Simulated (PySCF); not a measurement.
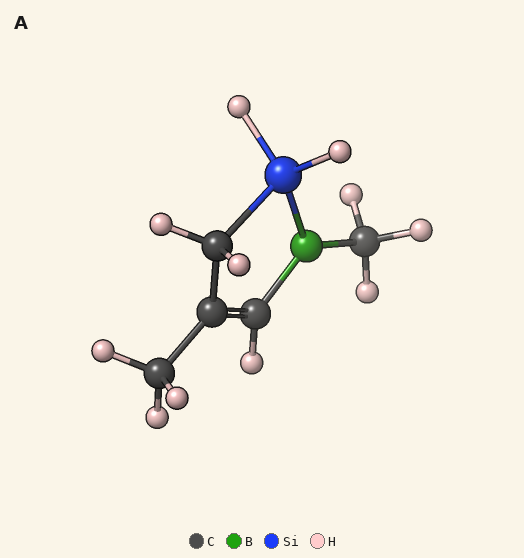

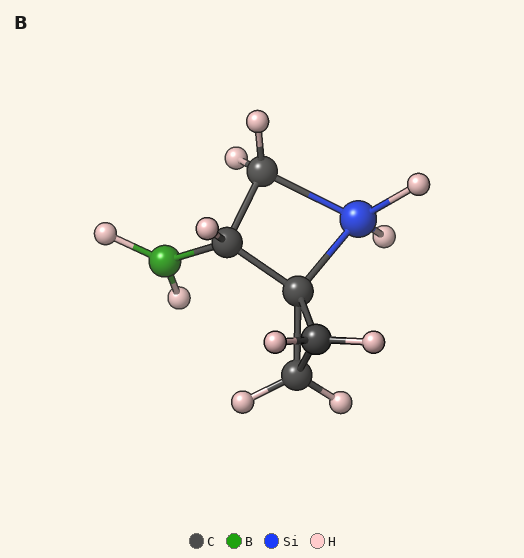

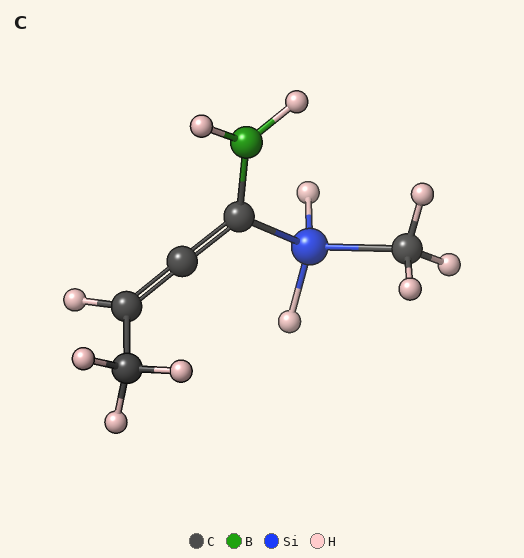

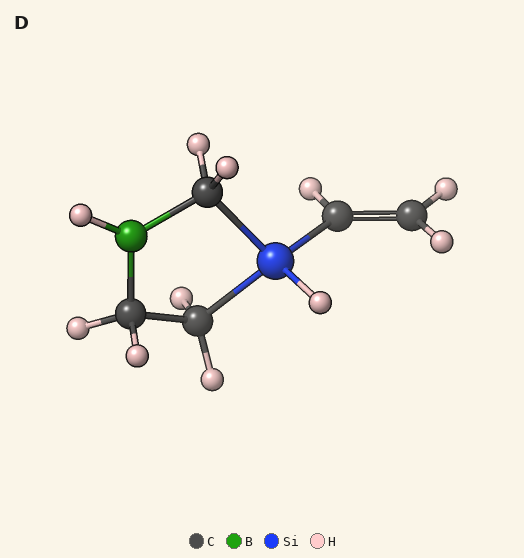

4 stationary structures of one formula. Geometries: GFN2-xTB. Electronic energies: PBE0/pcSseg-1 (PySCF 2.14.0), without zero-point energy. No frequency run is at hand to confirm each as a minimum. Each is one conformer, not always the lowest.

Question: Are they conformers, stereoisomers or constitutional isomers?

Answer: They are constitutional isomers of C5H11BSi: A `CB1C=C(C)C[SiH2]1`, B `B[C@@H]1C[SiH2]C12CC2`, C `BC(=C=CC)[SiH2]C`, D `C=C[Si@H]1CBCC1`.

Question: Which is lowest in energy, and by how much?

Answer: A is lowest; D lies 5.5 kcal/mol above it, C lies 34.9 kcal/mol above it, B lies 45.9 kcal/mol above it.

The geometry is semi-empirical. Around B, Si such bond lengths and angles can be off by a tenth of an ångström or more and by several degrees, and values that hang on the shape move with them.
